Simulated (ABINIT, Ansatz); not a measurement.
**A GW run on InGaN2 (P3m1) in ABINIT, with inputs changed**

A base run on InGaN2 (P3m1), then changed inputs.

Program: ABINIT 10.8.3. Level of theory: LDA and many-body steps on it, plane waves. Results are calculated unless marked as measured.

## 1. The starting structure

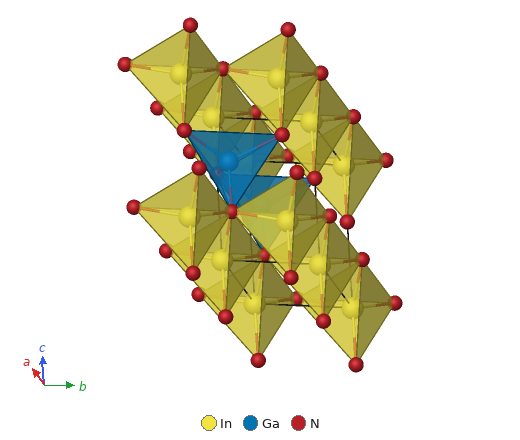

Start, viewed from a free direction; indium yellow, gallium blue, nitrogen red. 2×1×1 cells are drawn. Some periodic images of atoms are drawn too.

Coordinates:

```cif
data_structure
_symmetry_space_group_name_H-M 'P3m1'
_symmetry_Int_Tables_number 156
_cell_length_a 3.3993
_cell_length_b 3.3993
_cell_length_c 5.5516
_cell_angle_alpha 90.000
_cell_angle_beta 90.000
_cell_angle_gamma 120.000
_cell_volume 55.56
loop_
_atom_site_label
_atom_site_type_symbol
_atom_site_symmetry_multiplicity
_atom_site_Wyckoff_symbol
_atom_site_fract_x
_atom_site_fract_y
_atom_site_fract_z
_atom_site_occupancy
In1 In 1 a 0.00000 0.00000 0.99840 1
Ga1 Ga 1 c 0.66667 0.33333 0.49536 1
N1 N 1 c 0.66667 0.33333 0.14562 1
N2 N 1 a 0.00000 0.00000 0.60222 1
```

The cell and positions are those that the Materials Project relaxed with its own functionals (PBE, PBE+U or r2SCAN), kept fixed.

## 2. Screening, 3×3×2 mesh, 93 bands, screening to 141.5 eV

This step: ABINIT 10.8.3; RPA screening on LDA, plane waves, norm-conserving pseudopotentials.

The RPA dielectric matrix is built and inverted for each q.

run.abi reads:

```
acell 3*1.0 Angstrom
rprim 
  3.399288205422 -0.000000000005 0.000000000000
  -1.699644102707 2.943869940683 0.000000000000
  0.000000000000 0.000000000000 5.551613000000
ntypat 3
znucl 49 31 7
natom 4
typat 1 2 3 3
xred 
  0.000000000000 0.000000000000 0.998402000000
  0.666666666667 0.333333333333 0.495356000000
  0.666666666667 0.333333333333 0.145617000000
  0.000000000000 0.000000000000 0.602224000000
pp_dirpath "pseudos"
pseudos "In.upf, Ga.upf, N.upf"
ecut 45
ngkpt 3 3 2
nshiftk 1
shiftk 0 0 0
kptopt 1
chksymbreak 0
istwfk *1
occopt 1
irdwfk 1
optdriver 3
nband 93
ecuteps 5.2
inclvkb 2
awtr 1
symchi 1
indata_prefix "in"
outdata_prefix "out"
tmpdata_prefix "tmp"
```

The run is started by

```
$ OMP_NUM_THREADS=1 mpirun -n 4 abinit run.abi > log
```

The program printed:

```text
.Version 10.8.3 of ABINIT. v10.8.2 released Aug 2026.

 Symmetries : space group P3 m 1 (#156); Bravais hP (primitive hexag.)
[... echo of the input left out ...]
== DATASET  1 ==================================================================
-   mpi_nproc: 4, omp_nthreads: 1 (-1 if OMP is not activated)

--- !DatasetInfo
iteration_state: {dtset: 1, }
dimensions: {natom: 4, nkpt: 6, mband: 93, nsppol: 1, nspinor: 1, nspden: 1, mpw: 5432, }
cutoff_energies: {ecut:  45.0, pawecutdg:  -1.0, }
electrons: {nelect:   5.20000000E+01, charge:   0.00000000E+00, occopt:   1.00000000E+00, tsmear:   1.00000000E-02, }

 SCREENING: Calculation of the susceptibility and dielectric matrices

 Based on a program developped by R.W. Godby, V. Olevano, G. Onida, and L. Reining.
 Incorporated in ABINIT by V. Olevano, G.-M. Rignanese, and M. Torrent.
.Using double precision arithmetic ; gwpc =  8

[... cell and pseudopotentials left out ...]
--------------------------------------------------------------------------------

 ==== K-mesh for the wavefunctions ====
 Number of points in the irreducible wedge :     6
[... list of points left out ...]
 Together with  6 symmetry operations and time-reversal symmetry
 yields    18 points in the full Brillouin Zone.

 ==== Q-mesh for the screening function ====
 Number of points in the irreducible wedge :     6
[... list of points left out ...]
 Together with  6 symmetry operations and time-reversal symmetry
 yields    18 points in the full Brillouin Zone.

 setmesh: FFT mesh size selected  =    24x   24x   45
          total number of points  =        25920

 vcoul_init : cutoff-mode = AUXILIARY_FUNCTION
 q-points for optical limit:   1
     1)      0.000010    0.000020    0.000030

- screening: taking advantage of time-reversal symmetry
- Maximum band index for partially occupied states nbvw = 26
- Remaining bands to be divided among processors   nbcw = 67
- Number of bands treated by each node ~16

 Number of electrons calculated from density =   52.0000; Expected =   52.0000
 average of density, n =  0.138701
 r_s =    1.1984
 omega_plasma =   35.9249 [eV]

 calculating chi0 at frequencies [eV] :
  1    0.000000E+00    0.000000E+00
  2    0.000000E+00    3.592494E+01

--------------------------------------------------------------------------------
  q-point number  1        q = ( 0.000000, 0.000000, 0.000000) [r.l.u.]
--------------------------------------------------------------------------------
[... chi0 elements left out ...]
 For q-point:  0.000010 0.000020 0.000030
  dielectric constant = 730.1275
  dielectric constant without local fields = 947.9490

  Average fulfillment of the sum rule on Im[epsilon] for q-point    1 :     39.22  [%]
[... wings left out ...]
  q-point number  2        q = ( 0.333333, 0.000000, 0.000000) [r.l.u.]
--------------------------------------------------------------------------------
[... chi0 elements left out ...]
  Average fulfillment of the sum rule on Im[epsilon] for q-point    2 :     44.12  [%]

 [... 4 further q-points ...]
```

Wall time 40 s (4 MPI ranks of Arm Neoverse N1, shared host); peak memory 0.85 GiB.

This step gave:

```yaml
eps_infinity_with_local_fields_on_this_mesh_along_the_program_s_q_direction: 730.1
the_same_without_local_fields: 947.9
plasma_frequency: 35.92 eV
plane_waves_in_the_screening_matrix: 233
```

Local fields lower ε∞ by 23 %. The value itself is an artefact of the mesh, where one narrow direct gap carries too much weight.

## 3. Base

The self-energy is evaluated for the states that the input lists, and the levels follow from it, in one-shot runs by the linearised quasiparticle equation.

This step: G0W0 on LDA, plane waves, norm-conserving pseudopotentials.

Edit run.abi of step 2 so:

```diff
@@ -25,8 +25,15 @@
 irdwfk 1
-optdriver 3
+optdriver 4
 nband 93
+gwcalctyp 0
+ecutsigx 45
+symsigma 1
+nkptgw 1
+kptgw 
+  0.0000000000 0.0000000000 0.0000000000
+bdgw 
+  25 28
 ecuteps 5.2
-inclvkb 2
-awtr 1
-symchi 1
+irdscr 1
+ppmodel 1
 indata_prefix "in"
```

The program printed:

```text
.Version 10.8.3 of ABINIT. v10.8.2 released Aug 2026.

 Symmetries : space group P3 m 1 (#156); Bravais hP (primitive hexag.)
[... echo of the input left out ...]
== DATASET  1 ==================================================================
-   mpi_nproc: 4, omp_nthreads: 1 (-1 if OMP is not activated)

--- !DatasetInfo
iteration_state: {dtset: 1, }
dimensions: {natom: 4, nkpt: 6, mband: 93, nsppol: 1, nspinor: 1, nspden: 1, mpw: 5432, }
cutoff_energies: {ecut:  45.0, pawecutdg:  -1.0, }
electrons: {nelect:   5.20000000E+01, charge:   0.00000000E+00, occopt:   1.00000000E+00, tsmear:   1.00000000E-02, }

 SIGMA: Calculation of the GW corrections

 Based on a program developped by R.W. Godby, V. Olevano, G. Onida, and L. Reining.
 Incorporated in ABINIT by V. Olevano, G.-M. Rignanese, and M. Torrent.
.Using double precision arithmetic ; gwpc =  8

[... cell and pseudopotentials left out ...]
--------------------------------------------------------------------------------

 ==== K-mesh for the wavefunctions ====
 Number of points in the irreducible wedge :     6
[... list of points left out ...]
 Together with  6 symmetry operations and time-reversal symmetry
 yields    18 points in the full Brillouin Zone.

 ==== Q-mesh for screening function ====
 Number of points in the irreducible wedge :     6
[... list of points left out ...]
 Together with  6 symmetry operations and time-reversal symmetry
 yields    18 points in the full Brillouin Zone.

 vcoul_init : cutoff-mode = AUXILIARY_FUNCTION
 q-points for optical limit:   1
     1)      0.000010    0.000020    0.000030
 setmesh: FFT mesh size selected  =    36x   36x   64
          total number of points  =        82944

 Number of electrons calculated from density =   52.0000; Expected =   52.0000
 average of density, n =  0.138701
 r_s =    1.1984
 omega_plasma =   35.9249 [eV]

 === KS Band Gaps ===
  >>>> For spin  1
   Minimum direct gap =   0.2349 [eV], located at k-point      :   0.0000  0.0000  0.0000
   Fundamental gap    =   0.2349 [eV], Top of valence bands at :   0.0000  0.0000  0.0000
                                       Bottom of conduction at :   0.0000  0.0000  0.0000
 SIGMA fundamental parameters:
 PLASMON POLE MODEL  1
 number of plane-waves for SigmaX                 5383
 number of plane-waves for SigmaC and W            233
 number of plane-waves for wavefunctions          5383
 number of bands                                    93
 number of independent spin polarizations            1
 number of spinorial components                      1
 number of k-points in IBZ                           6
 number of q-points in IBZ                           6
 number of symmetry operations                       6
 number of k-points in BZ                           18
 number of q-points in BZ                           18
 number of frequencies for dSigma/dE                 9
 frequency step for dSigma/dE [eV]                0.25
 number of omega for Sigma on real axis              0
 max omega for Sigma on real axis  [eV]           0.00
 zcut for avoiding poles [eV]                     0.10

 EPSILON^-1 parameters (SCR file):
 dimension of the eps^-1 matrix on file            233
 dimension of the eps^-1 matrix used               233
 number of plane-waves for wavefunctions          5383
 number of bands                                    93
 number of q-points in IBZ                           6
 number of frequencies                               2
 number of real frequencies                          1
 number of imag frequencies                          1

 matrix elements of self-energy operator (all in [eV])

 Perturbative Calculation

--- !SelfEnergy_ee
iteration_state: {dtset: 1, }
kpoint     : [   0.000,    0.000,    0.000, ]
spin       : 1
KS_gap     :    0.235
QP_gap     :    0.725
Delta_QP_KS:    0.490
data: !SigmaeeData |
     Band     E0 <VxcDFT>   SigX SigC(E0)      Z dSigC/dE  Sig(E)    E-E0       E
       25   6.073 -18.214 -21.589   3.730   0.775  -0.290 -17.939   0.275   6.349
       26   6.073 -18.214 -21.589   3.730   0.775  -0.290 -17.939   0.275   6.349
       27   6.308 -14.069  -9.826  -3.292   0.806  -0.241 -13.303   0.766   7.074
       28   9.139 -13.894  -8.530  -4.121   0.816  -0.226 -12.880   1.014  10.153

== END DATASET(S) ==============================================================
================================================================================

 -outvars: echo values of variables after computation  --------
           etotal      0.0000000000E+00
            nband          93
             nkpt           6
          spgroup         156
 [... the other variables as echoed above ...]

 Calculation completed.
```

It took 8.8 s on 4 MPI ranks; peak memory 0.68 GiB.

Numbers from this step:

| Quantity | Value |
| --- | --- |
| G0W0 gap on the points computed | 0.7250 eV |
| starting gap on the mesh | 0.2351 eV |
| k of the valence top | 0, 0, 0 |
| k of the conduction bottom | 0, 0, 0 |
| Z at the valence top | 0.775 |
| Z at the conduction bottom | 0.806 |
| least direct G0W0 gap on the computed points | 0.7250 eV |

The gap on the mesh goes from 0.24 eV to 0.72 eV, a correction of +0.49 eV.

## 4. Scissors in G

Edit run.abi of step 3 so:

```diff
@@ -38,2 +38,3 @@
 ppmodel 1
+mbpt_sciss 0.5 eV
 indata_prefix "in"
```

The program printed:

```text
.Version 10.8.3 of ABINIT. v10.8.2 released Aug 2026.

 Symmetries : space group P3 m 1 (#156); Bravais hP (primitive hexag.)
[... echo of the input left out ...]
== DATASET  1 ==================================================================
-   mpi_nproc: 4, omp_nthreads: 1 (-1 if OMP is not activated)

--- !DatasetInfo
iteration_state: {dtset: 1, }
dimensions: {natom: 4, nkpt: 6, mband: 93, nsppol: 1, nspinor: 1, nspden: 1, mpw: 5432, }
cutoff_energies: {ecut:  45.0, pawecutdg:  -1.0, }
electrons: {nelect:   5.20000000E+01, charge:   0.00000000E+00, occopt:   1.00000000E+00, tsmear:   1.00000000E-02, }

 SIGMA: Calculation of the GW corrections

 Based on a program developped by R.W. Godby, V. Olevano, G. Onida, and L. Reining.
 Incorporated in ABINIT by V. Olevano, G.-M. Rignanese, and M. Torrent.
.Using double precision arithmetic ; gwpc =  8

[... cell and pseudopotentials left out ...]
--------------------------------------------------------------------------------

 ==== K-mesh for the wavefunctions ====
 Number of points in the irreducible wedge :     6
[... list of points left out ...]
 Together with  6 symmetry operations and time-reversal symmetry
 yields    18 points in the full Brillouin Zone.

 ==== Q-mesh for screening function ====
 Number of points in the irreducible wedge :     6
[... list of points left out ...]
 Together with  6 symmetry operations and time-reversal symmetry
 yields    18 points in the full Brillouin Zone.

 vcoul_init : cutoff-mode = AUXILIARY_FUNCTION
 q-points for optical limit:   1
     1)      0.000010    0.000020    0.000030
 setmesh: FFT mesh size selected  =    36x   36x   64
          total number of points  =        82944

 Number of electrons calculated from density =   52.0000; Expected =   52.0000
[...]
number of q-points in IBZ                           6
 number of symmetry operations                       6
 number of k-points in BZ                           18
 number of q-points in BZ                           18
 number of frequencies for dSigma/dE                 9
 frequency step for dSigma/dE [eV]                0.25
 number of omega for Sigma on real axis              0
 max omega for Sigma on real axis  [eV]           0.00
 zcut for avoiding poles [eV]                     0.10
 scissor energy [eV]                              0.50

 EPSILON^-1 parameters (SCR file):
 dimension of the eps^-1 matrix on file            233
 dimension of the eps^-1 matrix used               233
 number of plane-waves for wavefunctions          5383
 number of bands                                    93
 number of q-points in IBZ                           6
 number of frequencies                               2
 number of real frequencies                          1
 number of imag frequencies                          1

 matrix elements of self-energy operator (all in [eV])

 Perturbative Calculation

--- !SelfEnergy_ee
iteration_state: {dtset: 1, }
kpoint     : [   0.000,    0.000,    0.000, ]
spin       : 1
KS_gap     :    0.235
QP_gap     :    0.777
Delta_QP_KS:    0.542
data: !SigmaeeData |
     Band     E0 <VxcDFT>   SigX SigC(E0)      Z dSigC/dE  Sig(E)    E-E0       E
       25   6.073 -18.214 -21.589   3.759   0.776  -0.288 -17.916   0.298   6.371
       26   6.073 -18.214 -21.589   3.759   0.776  -0.288 -17.916   0.298   6.371
       27   6.308 -14.069  -9.826  -3.322   0.807  -0.239 -13.229   0.840   7.148
       28   9.139 -13.894  -8.530  -4.139   0.816  -0.225 -12.802   1.092  10.231

== END DATASET(S) ==============================================================
================================================================================

 -outvars: echo values of variables after computation  --------
           etotal      0.0000000000E+00
            nband          93
             nkpt           6
          spgroup         156
 [... the other variables as echoed above ...]

 Calculation completed.
```

Run time: 8.8 s. Hardware: 4 MPI ranks; peak memory 0.68 GiB; 35 s of CPU time.

This step gave:

```
G0W0 gap on the points computed              : 0.7770 eV
starting gap on the mesh                     : 0.2351 eV
k of the valence top                         : 0, 0, 0
k of the conduction bottom                   : 0, 0, 0
Z at the valence top                         : 0.776
Z at the conduction bottom                   : 0.807
least direct G0W0 gap on the computed points : 0.7770 eV
```

## 5. Exchange cutoff of one hartree

Edit run.abi of step 4 so:

```diff
@@ -28,3 +28,3 @@
 gwcalctyp 0
-ecutsigx 45
+ecutsigx 1
 symsigma 1
@@ -38,3 +38,2 @@
 ppmodel 1
-mbpt_sciss 0.5 eV
 indata_prefix "in"
```

The program printed:

```text
.Version 10.8.3 of ABINIT. v10.8.2 released Aug 2026.

 Symmetries : space group P3 m 1 (#156); Bravais hP (primitive hexag.)
[... echo of the input left out ...]
== DATASET  1 ==================================================================
-   mpi_nproc: 4, omp_nthreads: 1 (-1 if OMP is not activated)

--- !DatasetInfo
iteration_state: {dtset: 1, }
dimensions: {natom: 4, nkpt: 6, mband: 93, nsppol: 1, nspinor: 1, nspden: 1, mpw: 5432, }
cutoff_energies: {ecut:  45.0, pawecutdg:  -1.0, }
electrons: {nelect:   5.20000000E+01, charge:   0.00000000E+00, occopt:   1.00000000E+00, tsmear:   1.00000000E-02, }

 SIGMA: Calculation of the GW corrections

 Based on a program developped by R.W. Godby, V. Olevano, G. Onida, and L. Reining.
 Incorporated in ABINIT by V. Olevano, G.-M. Rignanese, and M. Torrent.
.Using double precision arithmetic ; gwpc =  8

[... cell and pseudopotentials left out ...]
--------------------------------------------------------------------------------

 ==== K-mesh for the wavefunctions ====
 Number of points in the irreducible wedge :     6
[... list of points left out ...]
 Together with  6 symmetry operations and time-reversal symmetry
 yields    18 points in the full Brillouin Zone.

 ==== Q-mesh for screening function ====
 Number of points in the irreducible wedge :     6
[... list of points left out ...]
 Together with  6 symmetry operations and time-reversal symmetry
 yields    18 points in the full Brillouin Zone.

 vcoul_init : cutoff-mode = AUXILIARY_FUNCTION
 q-points for optical limit:   1
     1)      0.000010    0.000020    0.000030
 setmesh: FFT mesh size selected  =    20x   20x   36
          total number of points  =        14400

 Number of electrons calculated from density =   52.0000; Expected =   52.0000
[...]
number of k-points in IBZ                           6
 number of q-points in IBZ                           6
 number of symmetry operations                       6
 number of k-points in BZ                           18
 number of q-points in BZ                           18
 number of frequencies for dSigma/dE                 9
 frequency step for dSigma/dE [eV]                0.25
 number of omega for Sigma on real axis              0
 max omega for Sigma on real axis  [eV]           0.00
 zcut for avoiding poles [eV]                     0.10

 EPSILON^-1 parameters (SCR file):
 dimension of the eps^-1 matrix on file            233
 dimension of the eps^-1 matrix used                23
 number of plane-waves for wavefunctions          5383
 number of bands                                    93
 number of q-points in IBZ                           6
 number of frequencies                               2
 number of real frequencies                          1
 number of imag frequencies                          1

 matrix elements of self-energy operator (all in [eV])

 Perturbative Calculation

--- !SelfEnergy_ee
iteration_state: {dtset: 1, }
kpoint     : [   0.000,    0.000,    0.000, ]
spin       : 1
KS_gap     :    0.235
QP_gap     :   -0.680
Delta_QP_KS:   -0.915
data: !SigmaeeData |
     Band     E0 <VxcDFT>   SigX SigC(E0)      Z dSigC/dE  Sig(E)    E-E0       E
       25   6.073 -18.214 -15.394   3.639   0.812  -0.231 -12.968   5.246  11.319
       26   6.073 -18.214 -15.394   3.639   0.812  -0.231 -12.968   5.246  11.319
       27   6.308 -14.069  -5.284  -3.569   0.830  -0.204  -9.738   4.331  10.639
       28   9.139 -13.894  -4.607  -4.022   0.833  -0.201  -9.510   4.384  13.523

== END DATASET(S) ==============================================================
================================================================================

 -outvars: echo values of variables after computation  --------
           etotal      0.0000000000E+00
            nband          93
             nkpt           6
          spgroup         156
 [... the other variables as echoed above ...]

 Calculation completed.
```

Wall time 5.9 s (4 MPI ranks); peak memory 0.19 GiB.

The run ended normally, though the input holds a fault or crude settings.

The fault put into this input: exchange cutoff of one hartree. It printed a gap of -0.68 eV, an artefact of the input.

## 6. The runs together

Times are wall times on 4 MPI ranks of Arm Neoverse N1, shared host, good to a factor of about two. A run's time includes the screening step that it read.

| run | mesh | bands | screening cutoff (eV) | DFT gap (eV) | gap on the mesh (eV) | direct (eV) | ε∞ used | time |
| --- | --- | --- | --- | --- | --- | --- | --- | --- |
| base | 3×3×2 | 93 | 141.5 | 0.235 | 0.725 | 0.725 | 730.13 | 49 s |
| scissors in G | 3×3×2 | 93 | 141.5 | 0.235 | 0.777 | 0.777 | 730.13 | 49 s |

## 7. Results

```
base          : 0.725 eV
scissors in G : 0.777 eV
known limits  : not at the basis limit; screening runs away on this mesh; no spin-orbit coupling; coarse k mesh
```

What this shows: Scissors in G: +0.052 eV against base (keys changed: mbpt_sciss). Bands and cutoff are finite, so the gap is not at the basis limit. The miss can reach some tenths of an eV and take either sign; the mesh is an error of its own. In the G0W0 runs levels were corrected at 1 k point alone, so a gap called «on the mesh» is the least over those, and an edge elsewhere would be missed. The 3×3×2 mesh is coarse for this cell, which bears on the long-range parts of exchange and screening. For the LDA start: On this mesh the RPA ε∞ passes 90, more than nearly any semiconductor shows; a coarse mesh does this where one point with a narrow direct gap carries much weight. The screening is then too strong, and the G0W0 gap should not be taken as the material's. The many-body steps are scalar-relativistic: spin-orbit coupling is not in them.

[Paths, hosts, dates, memory and timing lines, banners, echoed tables and standing remarks are left out of the program output.]

[Logs are printed without paths, hosts, clocks, repeated set-up lines and the standing remarks that a program may print on its own settings, such as how far it seeks lower states.]

[Runs of the session that timed out or met a known fault of the program may be left out.]

[Hosts, paths, dates, database ids (printed as entryN), source tags and the programs' standing remarks are cut or masked in the printed files.]

[G0W0 gaps are taken among the corrected bands and points alone; a level outside them can change the order at an edge.]

[Where Ansatz stands beside ABINIT at settings called matched, ABINIT's density can come from a denser mesh and the files from another edition; pairs whose starting gaps differed by over 0.03 eV were left out, so agreement reads better than it is.]
